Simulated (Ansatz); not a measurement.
```yaml
atoms:
  - { symbol: F, position_ang: [-0.3264, -1.4861, 1.6586] }
  - { symbol: Ga, position_ang: [0.1427, -0.3890, 0.3977] }
  - { symbol: F, position_ang: [1.8557, -0.2712, 0.1214] }
  - { symbol: S, position_ang: [-1.2985, 0.7492, -0.7456] }
  - { symbol: H, position_ang: [-0.3236, 1.3235, -1.4736] }
```

Geometry: PBE0-D4/def2-TZVP.

Level of theory: isolated molecule in a Gaussian basis; Kohn-Sham density functional theory, functional revPBE0 (Ansatz 0.2.0).

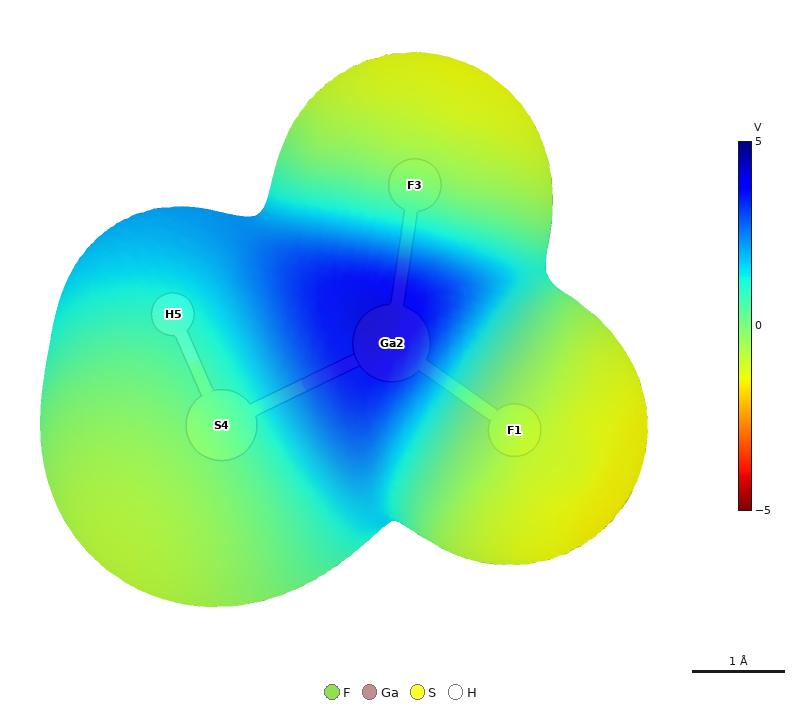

F2GaHS. The electrostatic potential painted on the density surface at 0.002 e/bohr³, seen at a tilt; red is negative and blue positive.

> Where is the surface potential most negative and most positive?

The most negative region (about −1.5 V, or −35 kcal/mol for a unit charge) lies over F1, the most positive (about +4.1 V, or +95 kcal/mol for a unit charge) over Ga2.
